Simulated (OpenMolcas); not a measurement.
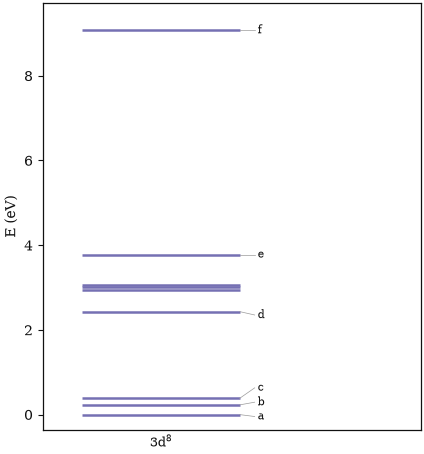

The lowest computed levels of Cu³⁺, 6 of them lettered. a: 3d⁸ ³F₄ at 0; b: 3d⁸ ³F₃ at 0.228 eV; c: 3d⁸ ³F₂ at 0.382 eV; d: 3d⁸ ¹D₂ at 2.43 eV; e: 3d⁸ ¹G₄ at 3.77 eV; f: 3d⁸ ¹S₀ at 9.08 eV.

## Multiconfigurational calculation for Cu³⁺

Cu³⁺. Computed at this level: state-averaged CASSCF, active space 8 electrons in the shell 3d, basis ANO-R3, X2C scalar Hamiltonian, spin-orbit coupling by RASSI with atomic mean-field integrals (OpenMolcas).

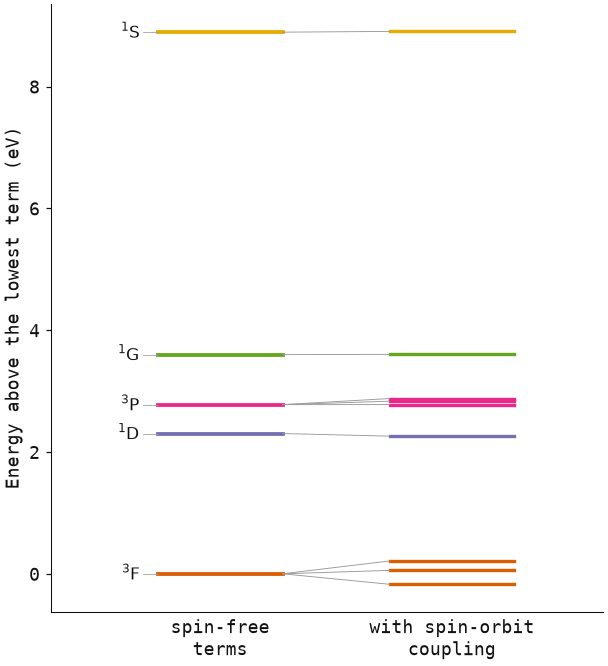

Terms of Cu³⁺ without and with spin-orbit coupling; the J values are left off. ³F (at 0) splits over 0.382 eV into J = 4, 3, 2 from the bottom up (inverted); ¹D (at 2.30 eV) gives the one level J = 2; ³P (at 2.78 eV) splits over 0.0988 eV into J = 2, 1, 0 from the bottom up (inverted); ¹G (at 3.60 eV) gives the one level J = 4; ¹S (at 8.89 eV) gives the one level J = 0. The ground level lies 0.172 eV below the lowest term.

Input and output of the run follow.

## Input
```
&GATEWAY
Coord
1

Cu 0.0 0.0 0.0
Basis=ANO-R3
Group=XYZ
NoMove
AngMom=0.0 0.0 0.0
AMFI
&SEWARD
&RASSCF
FileOrb=start.orb
Symmetry=1
Spin=3
nActEl=8 0 0
Inactive=3 6
Ras2=5 0
CIRoot=10 10 1
SDav=10
CIMx=300
Iter=120 100
PrWF=0.3
OrbListing=Nothing
MaxOrb=0
Atom
>>> COPY $Project.JobIph JOB001
&RASSCF
FileOrb=start.orb
Symmetry=1
Spin=1
nActEl=8 0 0
Inactive=3 6
Ras2=5 0
CIRoot=15 15 1
SDav=15
CIMx=300
Iter=120 100
PrWF=0.3
OrbListing=Nothing
MaxOrb=0
Atom
CIOnly
>>> COPY $Project.JobIph JOB002
&RASSI
NrOfJobIphs=2 10 15
1 2 3 4 5 6 7 8 9 10
1 2 3 4 5 6 7 8 9 10 11 12 13 14 15
IphNames
JOB001
JOB002
EJob
SpinOrbit
DIPRint=1.0
SOCoupling=1000.0
Subsets=2
MEES
Property=10
'ANGMOM' 1 'ANGMOM' 2 'ANGMOM' 3 'MLTPL  1' 1 'MLTPL  1' 2 'MLTPL  1' 3
'AMFI' 1 'AMFI' 2 'AMFI' 3 'MLTPL  2' 6
SOProperty=3
'ANGMOM' 1 'ANGMOM' 2 'ANGMOM' 3
```

The file start.orb holds starting orbitals from an earlier step. A driver script formed the levels outside the program, from RASSI's spin-orbit matrix and the active-space energies, averaged over the components of each term or state.

Command:
```bash
OMP_NUM_THREADS=1 MOLCAS_MEM=2252 MOLCAS_PROJECT=a pymolcas a.inp > a.log  # once for each step of the input, in one work folder
```

## The program's output (extracts)
```
--- SEWARD ---
Basis set label: CU.ANO-R...7S5P5D3F2G1H.

      Electronic valence basis set:
      ------------------
      Associated Effective Charge  29.000000 au
      Associated Actual Charge     29.000000 au
      Nuclear Model: Finite nucleus - Gaussian distribution
        Gaussian exponent, Xi/bohr**(-2):  2.76660E+08

      Shell  nPrim  nBasis  Cartesian Spherical Contaminant
         s      21       7        X
         p      13       5        X
         d       9       5                 X
         f       5       3                 X
         g       4       2                 X
         h       3       1                 X
                  Relativistic X2C integrals
                  Atomic mean-field integrals
--- RASSCF ---
Wave function specifications:
      -----------------------------

      Number of closed shell electrons          18
      Number of electrons in active shells       8
      Max number of holes in RAS1 space          0
      Max nr of electrons in RAS3 space          0
      Number of inactive orbitals                9
      Number of active orbitals                  5
      Number of secondary orbitals              83
      Spin quantum number                      1.0
      State symmetry                             1
Orbital specifications:
      -----------------------

      Symmetry species                           1   2
                                                ag  au
      Frozen orbitals                            0   0
      Inactive orbitals                          3   6
      Active orbitals                            5   0
      RAS1 orbitals                              0   0
      RAS2 orbitals                              5   0
      RAS3 orbitals                              0   0
      Secondary orbitals                        42  41
      Deleted orbitals                           0   0
      Number of basis functions                 50  47
      Number of CSFs                            10
      Number of root(s) required                10
      Iter CI   SX   CI       RASSCF       Energy    max ROT     max BLB   max BLB  Level Ln srch  Step   QN
          iter iter root      energy       change     param      element    value   shift minimum  type update
 Nr of preliminary CI iterations:   1
      Total energies have been shifted. Add                -1000.00 au
        1   1   11    0  -650.67173893    0.00E+00  -1.35E-01*   6  15 1  6.37E-01*  0.00   0.00    SX    NO
        2   1   12    0  -650.92468239   -2.53E-01*  5.54E-02    4  10 2  3.49E-01*  0.00   0.00    SX    NO
        3   1   11    0  -650.97386314   -4.92E-02* -5.18E-02    4  13 1  2.35E-01*  0.00   0.00    SX    NO
        4   1   11    0  -650.99733960   -2.35E-02*  3.84E-02    6   9 2 -1.72E-01*  0.00   0.00    SX    NO
        5   1   11    0  -651.00850836   -1.12E-02* -1.55E-02    6  15 1  1.35E-01*  0.00   0.56    LS   YES
        6   1   10    0  -651.02616145   -1.77E-02*  1.97E-03    6  15 1  1.13E-02*  0.00   1.08    QN   YES
        7   1    9    0  -651.02627847   -1.17E-04* -3.27E-05    5   8 2 -4.58E-04*  0.00   0.98    QN   YES
        8   1    6    0  -651.02627861   -1.42E-07*  5.08E-06    3  12 1  5.35E-05   0.00   1.07    QN   YES
        9   1    4    0  -651.02627861   -2.00E-09   5.83E-07    5  14 1  3.05E-06   0.00   1.06    QN   YES
      Convergence after  9 iterations
       10   1    4    0  -651.02627861   -1.30E-11   5.83E-07    4  13 2 -3.25E-07   0.00   1.06    QN   YES
      Natural orbitals and occupation numbers for root  1
      sym 1:   1.199529   1.800471   2.000000   1.199529   1.800471
      Natural orbitals and occupation numbers for root  2
      sym 1:   1.730297   1.269703   1.269703   1.730297   2.000000
      Natural orbitals and occupation numbers for root  3
      sym 1:   1.272435   1.727565   1.272435   1.727565   2.000000
::    RASSCF root number  1 Total energy:  -1651.05689830
::    RASSCF root number  2 Total energy:  -1651.05689830
::    RASSCF root number  3 Total energy:  -1651.05689830
::    RASSCF root number  4 Total energy:  -1651.05689830
::    RASSCF root number  5 Total energy:  -1651.05689830
::    RASSCF root number  6 Total energy:  -1651.05689830
::    RASSCF root number  7 Total energy:  -1651.05689830
::    RASSCF root number  8 Total energy:  -1650.95483268
::    RASSCF root number  9 Total energy:  -1650.95483268
::    RASSCF root number 10 Total energy:  -1650.95483268
--- RASSCF ---
Wave function specifications:
      -----------------------------

      Number of closed shell electrons          18
      Number of electrons in active shells       8
      Max number of holes in RAS1 space          0
      Max nr of electrons in RAS3 space          0
      Number of inactive orbitals                9
      Number of active orbitals                  5
      Number of secondary orbitals              83
      Spin quantum number                      0.0
      State symmetry                             1
Orbital specifications:
      -----------------------

      Symmetry species                           1   2
                                                ag  au
      Frozen orbitals                            0   0
      Inactive orbitals                          3   6
      Active orbitals                            5   0
      RAS1 orbitals                              0   0
      RAS2 orbitals                              5   0
      RAS3 orbitals                              0   0
      Secondary orbitals                        42  41
      Deleted orbitals                           0   0
      Number of basis functions                 50  47
      Number of CSFs                            15
      Number of root(s) required                15
      Iter CI   SX   CI       RASSCF       Energy    max ROT     max BLB   max BLB  Level Ln srch  Step   QN
          iter iter root      energy       change     param      element    value   shift minimum  type update
 Nr of preliminary CI iterations:   1
        1   1    0    0 -1650.92755667    0.00E+00   0.00E+00    6  15 1 -1.05E-02*  0.00   0.00    SX    NO
      Natural orbitals and occupation numbers for root  1
      sym 1:   1.549705   1.594316   1.998837   1.428571   1.428571
      Natural orbitals and occupation numbers for root  2
      sym 1:   1.973888   1.428571   1.428571   1.687826   1.481143
      Natural orbitals and occupation numbers for root  3
      sym 1:   1.431738   1.428571   1.428571   1.818820   1.892299
::    RASSCF root number  1 Total energy:  -1650.97227949
::    RASSCF root number  2 Total energy:  -1650.97227949
::    RASSCF root number  3 Total energy:  -1650.97227949
::    RASSCF root number  4 Total energy:  -1650.97227949
::    RASSCF root number  5 Total energy:  -1650.97227949
::    RASSCF root number  6 Total energy:  -1650.92464887
::    RASSCF root number  7 Total energy:  -1650.92464887
::    RASSCF root number  8 Total energy:  -1650.92464887
::    RASSCF root number  9 Total energy:  -1650.92464887
::    RASSCF root number 10 Total energy:  -1650.92464887
::    RASSCF root number 11 Total energy:  -1650.92464887
::    RASSCF root number 12 Total energy:  -1650.92464887
::    RASSCF root number 13 Total energy:  -1650.92464887
::    RASSCF root number 14 Total energy:  -1650.92464887
::    RASSCF root number 15 Total energy:  -1650.73011279
--- RASSI ---
SPIN-FREE ENERGIES:
  (Shifted by EMIN (a.u.) =      -1651.0568982978)

 SF State       Relative EMIN(au)   Rel lowest level(eV)    D:o, cm**(-1)      L_eff

     1             0.0000000000        0.0000000000              0.0000         3.0
     2             0.0000000000        0.0000000000              0.0000         3.0
     3             0.0000000000        0.0000000000              0.0000         3.0
     4             0.0000000000        0.0000000000              0.0000         3.0
     5             0.0000000000        0.0000000000              0.0000         3.0
     6             0.0000000000        0.0000000000              0.0000         3.0
     7             0.0000000000        0.0000000000              0.0000         3.0
    11             0.0846188049        2.3025949839          18571.6810         2.0
    12             0.0846188049        2.3025949839          18571.6810         2.0
    13             0.0846188049        2.3025949839          18571.6810         2.0
    14             0.0846188049        2.3025949839          18571.6810         2.0
    15             0.0846188049        2.3025949839          18571.6810         2.0
    10             0.1020656214        2.7773470458          22400.8146         1.0
     8             0.1020656214        2.7773470458          22400.8146         1.0
     9             0.1020656214        2.7773470458          22400.8146         1.0
    16             0.1322494282        3.5986902719          29025.3945         4.0
    17             0.1322494282        3.5986902719          29025.3945         4.0
    18             0.1322494282        3.5986902719          29025.3945         4.0
    19             0.1322494282        3.5986902719          29025.3945         4.0
    20             0.1322494282        3.5986902719          29025.3945         4.0
    21             0.1322494282        3.5986902719          29025.3945         4.0
    22             0.1322494282        3.5986902719          29025.3945         4.0
    23             0.1322494282        3.5986902719          29025.3945         4.0
    24             0.1322494282        3.5986902719          29025.3945         4.0
    25             0.3267855036        8.8922865573          71721.1279         0.0
     Dipole printing threshold changed to   1.00000000E+00
Eigenvalues of complex Hamiltonian:
   -----------------------------------
  (Shifted by EMIN (a.u.) =      -1651.0568982978)

 SO State       Relative EMIN(au)   Rel lowest level(eV)    D:o, cm**(-1)     J-value

     1            -0.0063245197        0.0000000000              0.0000         3.6
     2            -0.0063245197        0.0000000000              0.0000         1.9
     3            -0.0063245197        0.0000000000              0.0000         3.3
     4            -0.0063245197        0.0000000000              0.0000         3.4
     5            -0.0063245197        0.0000000000              0.0000         2.6
     6            -0.0063245197        0.0000000000              0.0000         3.4
     7            -0.0063245197        0.0000000000              0.0000         3.3
     8            -0.0063245197        0.0000000000              0.0000         3.6
     9            -0.0063245197        0.0000000000              0.0000         3.2
    10             0.0020670617        0.2283465628           1841.7392         2.7
    11             0.0020670617        0.2283465628           1841.7392         2.4
    12             0.0020670617        0.2283465628           1841.7392         2.2
    13             0.0020670617        0.2283465628           1841.7392         2.3
    14             0.0020670617        0.2283465628           1841.7392         2.0
    15             0.0020670617        0.2283465628           1841.7392         2.7
    16             0.0020670617        0.2283465628           1841.7392         2.3
    17             0.0077320436        0.3824985735           3085.0591         1.4
    18             0.0077320436        0.3824985735           3085.0591         1.5
    19             0.0077320436        0.3824985735           3085.0591         1.8
    20             0.0077320436        0.3824985735           3085.0591         1.8
    21             0.0077320436        0.3824985735           3085.0591         1.3
    22             0.0830497053        2.4319965568          19615.3751         1.6
    23             0.0830497053        2.4319965568          19615.3751         1.8
    24             0.0830497053        2.4319965568          19615.3751         1.3
    25             0.0830497053        2.4319965568          19615.3751         1.3
    26             0.0830497053        2.4319965568          19615.3751         1.8
    27             0.1021038625        2.9504865878          23797.2792         1.0
    28             0.1021038625        2.9504865878          23797.2792         1.8
    29             0.1021038625        2.9504865878          23797.2792         1.0
    30             0.1021038625        2.9504865878          23797.2792         2.0
    31             0.1021038625        2.9504865878          23797.2792         1.8
    32             0.1041326831        3.0056936086          24242.5539         1.0
    33             0.1041326831        3.0056936086          24242.5539         0.6
    34             0.1041326831        3.0056936086          24242.5539         0.6
    35             0.1057358406        3.0493177474          24594.4063         0.0
    36             0.1323727629        3.7741453291          30440.5350         3.4
    37             0.1323727629        3.7741453291          30440.5350         3.6
    38             0.1323727629        3.7741453291          30440.5350         2.3
    39             0.1323727629        3.7741453291          30440.5350         3.7
    40             0.1323727629        3.7741453291          30440.5350         3.1
    41             0.1323727629        3.7741453291          30440.5350         3.4
Weights of the five most important spin-orbit-free states for each spin-orbit state.

 SO State  Total energy (au)           Spin-free states, spin, and weights
 -------------------------------------------------------------------------------------------------------
    1        -0.006325       6 1.0  0.4117    7 1.0  0.2028    1 1.0  0.1387    3 1.0  0.1321    4 1.0  0.0621
    2        -0.006325       5 1.0  0.3939    4 1.0  0.2370    6 1.0  0.1675    2 1.0  0.0686    7 1.0  0.0611
    3        -0.006325       2 1.0  0.2303    3 1.0  0.1883    1 1.0  0.1786    6 1.0  0.1500    4 1.0  0.1112
    4        -0.006325       5 1.0  0.2513    7 1.0  0.2511    6 1.0  0.1608    2 1.0  0.1450    1 1.0  0.1270
    5        -0.006325       5 1.0  0.3576    4 1.0  0.1768    6 1.0  0.1732    1 1.0  0.1101    7 1.0  0.0748
    6        -0.006325       3 1.0  0.2970    2 1.0  0.2739    7 1.0  0.1837    1 1.0  0.0889    6 1.0  0.0649
    7        -0.006325       3 1.0  0.2052    1 1.0  0.2022    7 1.0  0.1701    2 1.0  0.1688    4 1.0  0.1336
    8        -0.006325       3 1.0  0.3088    2 1.0  0.2634    7 1.0  0.1468    1 1.0  0.0939    4 1.0  0.0868
    9        -0.006325       4 1.0  0.4017    1 1.0  0.3055    7 1.0  0.0847    5 1.0  0.0752    3 1.0  0.0641
   10         0.002067       3 1.0  0.2870    7 1.0  0.2682    1 1.0  0.2004    4 1.0  0.1018    5 1.0  0.0581
   11         0.002067       4 1.0  0.2998    7 1.0  0.2959    2 1.0  0.2163    5 1.0  0.1070    1 1.0  0.0360
   12         0.002067       5 1.0  0.2823    3 1.0  0.1897    1 1.0  0.1885    2 1.0  0.1226    6 1.0  0.0989
```

## Spin-orbit levels, grouped by J and assigned

```csv
Configuration,Level,E (cm⁻¹),LS purity (%),Landé g
3d⁸,³F₄,0,100,1.250
3d⁸,³F₃,"1,842",100,1.084
3d⁸,³F₂,"3,085",99,0.668
3d⁸,¹D₂,"19,620",88,1.053
3d⁸,³P₂,"23,800",89,1.446
3d⁸,³P₁,"24,240",100,1.501
3d⁸,³P₀,"24,590",100,–
3d⁸,¹G₄,"30,440",100,1.000
3d⁸,¹S₀,"73,210",100,–
```

## Summary

```
                                 quantity                                                                 value
                                  outcome                                                             converged
                             lowest level                                                               3d⁸ ³F₄
                      first excited level                                 3d⁸ ³F₃, 1,842 cm⁻¹ (measured: 1,861)
      energy of the lowest spin-free term                                                   −1651.05690 hartree
    energy of the lowest spin-orbit level                                                   −1651.06322 hartree
largest spread among components of a term                                                              0.0 cm⁻¹
                                 hardware  1 thread of Arm Neoverse V2, 24 GiB of memory available, shared host
                                wall time                                                                 5.3 s
```

## Remarks

Against measured levels the run misses widely: 3d8 3P J = 2 comes out at 23,797 cm⁻¹ where 19,697 cm⁻¹ is measured. Without dynamic correlation the splittings between terms come out too large, often by 20 to 50 %. Caveats: only configurations of the active space are included.
